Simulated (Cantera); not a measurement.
Feed: 1 mol SiF4, 0.25 mol C3H8, 960 mol H2, 0.024 mol C2H2, at 310 Pa.

Cantera equilibrium calculation (NASA polynomials, part measured and part estimated; ideal gas, pure solids and liquids). Candidate condensed phases: C, C6H6, C7H8, C8H18, Si, SiC; 113 gas species. The tables' values for SiF2, SiF3, SiF are old estimates; treat these amounts as uncertain. Kinetics and transport are ignored.

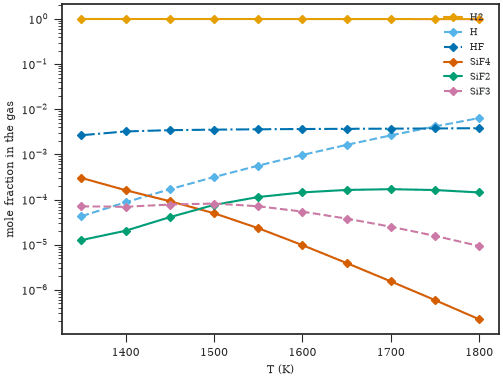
*Equilibrium gas composition (values under 1e-9 drawn at 1e-9)*

From 1350 K to 1400 K the condensed part is C(graphite) + SiC(s). From 1450 K to 1800 K the condensed part is SiC(s).
